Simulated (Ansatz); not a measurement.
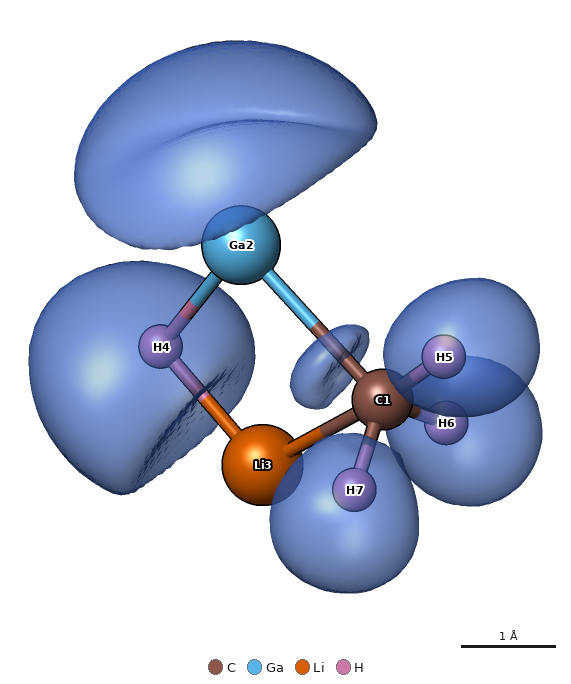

The picture shows: CH₄GaLi. Isosurface of the ELF at 0.85 (blue), seen at an oblique angle. Core shells and regions of very low density are left out.

Geometry: PBE0-D3(BJ)/def2-SVP.

Computed with Ansatz, isolated molecule in a Gaussian basis; Kohn-Sham density functional theory, functional PBE0.

```xyz
7

C     1.1739   -0.2440   -0.0431
Ga    0.6743    1.5316    1.2651
Li   -0.8114   -0.0620   -0.1998
H    -1.1142    1.2665    0.7898
H     2.2630   -0.2725    0.0985
H     1.0459   -0.1723   -1.1494
H     0.8350   -1.2651    0.2532
```

Question: Where are the electrons localised?

Answer: The ELF exceeds this value in four regions around hydrogen nuclei, one lobe of the valence shell of C pointing towards Ga (polar bonds) and one lobe on Ga, pointing away from the bonds (lone pairs). Along the contacts the grid gives the following. C–Li (2.00 Å): the ELF peaks at about 0.80 in the valence shell of C, 0.7 Å from its nucleus, and is about 0.55 at the midpoint. C–Ga (2.26 Å): the ELF peaks at about 0.95 in the valence shell of C, 0.7 Å from its nucleus, and is about 0.55 at the midpoint.
